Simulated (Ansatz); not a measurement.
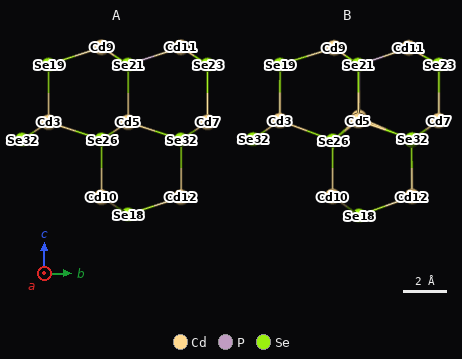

Two geometries of a defect cell of composition Cd₁₆PSe₁₅ (cell charge −1), drawn at one scale. One is the start of a relaxation, the other its converged end. A ball-and-stick model of the atoms within 5.8 Å of the atom that moves most (axes of the cell of the calculation (origin shifted)), seen along the a axis.

These are results of Ansatz 0.2.0, DFT, PBE, plane-wave PAW, default files, scalar-relativistic, not measurements. Set-up: plane-wave cutoff 420 eV; k-point mesh 3 × 3 × 2; occupations fermi dirac; smearing width 0.01 eV; no spin polarisation; atoms relaxed in a fixed cell; force threshold 0.03 eV/Å; at most 40 steps.

**Which geometry has the lower energy?**

Structure B is the relaxed one. After 4 geometry steps the energy has fallen by 0.646 eV per cell of the calculation. Largest force component: 1.5 eV/Å at the start, 0.017 eV/Å at the end. A Cd atom moves most: 0.22 Å along +c. Largest moves by element: Cd 0.22 Å, Se 0.10 Å, P 0.02 Å. The cell doesn't change. Near-neighbour distances that change, for instance: Cd–P 2.703 → 2.465 Å, Cd–P 2.611 → 2.460 Å, Cd–Se 2.703 → 2.625 Å, Cd–Se 2.611 → 2.684 Å. Among the angles between lasting bonds that change: Cd–Se–Cd 108.0° → 114.1°, Se–Cd–Se 110.9° → 105.1°, P–Cd–Se 108.0° → 113.5°. The run took 5.5 min on 4 threads of Arm Neoverse V2, on a shared host, peak memory 5.5 GiB.

Limits of the set-up: the cell is charged, on a uniform background, and energies carry no finite-size correction.
